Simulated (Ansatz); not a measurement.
# Effect of x(Ta) = 0.75, 8 atoms, Cmmm on HfN

Base system: HfN in the rock salt structure (space group Fm-3m, No. 225; a = 4.5480 Å).

The other end (x = 1) is TaN in the rock salt structure (space group Fm-3m, No. 225): 10.77 Å³/atom, gap zero; this end may not be an ambient phase.

Now apply this change: Ta replaces 75.0 % of the Hf, ordered in a cell of 8 atoms (starting symmetry Cmmm) and fully relaxed.

Level of theory: PBE (Ansatz, a first-principles code), no spin-orbit coupling, earlier PAW set. Settings: 9×9×15 k-points, 0.05 eV Fermi–Dirac smearing, for the changed cell.

The volume per atom shrinks by 0.77 Å³, from 11.76 Å³ to 10.99 Å³ and the density goes up by 1.09 g/cm³ to 14.68 g/cm³. The shortest interatomic distance decreases by 6.5 pm, from 227.4 pm to 220.9 pm and the band gap is still zero. The mixing energy comes out as -0.01 eV/atom (to 0.01 eV only: unlike meshes or grids) and the mean first-shell distances is Hf–N 2.236 Å (end compound 2.274 Å), Ta–N 2.219 Å (end compound 2.208 Å).

Final structure:

```xyz
8
Lattice="3.1423 -4.4463 0.0000 3.1423 4.4463 0.0000 0.0000 0.0000 3.1459" Properties=species:S:1:pos:R:3 pbc="T T T"
N      3.1423    -2.2375     0.0000
N      1.5550     0.0000     1.5729
N      4.7296     0.0000     1.5729
N      3.1423     2.2375     0.0000
Ta     0.0000     0.0000     0.0000
Ta     1.5712    -2.2232     1.5729
Ta     1.5712     2.2232     1.5729
Hf     3.1423     0.0000     0.0000
```

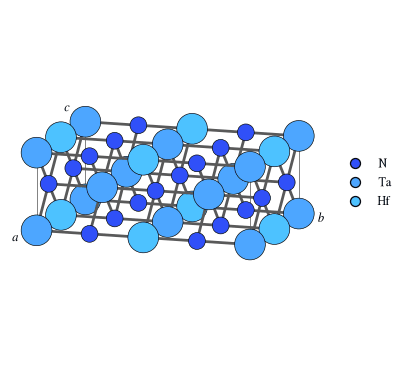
Figure: The relaxed conventional cell after the change

Cost of the whole job for the changed cell (relaxation, final SCF and bands): very roughly 5 core-minutes.

These are small ordered cells, not random alloys; other orderings at the same x differ. No phonon test of stability was made. All final runs are without spin polarisation. An odd electron count without spin: HfTa3N4 and HfN. This is not the structure that TaN has at room temperature and ambient pressure.
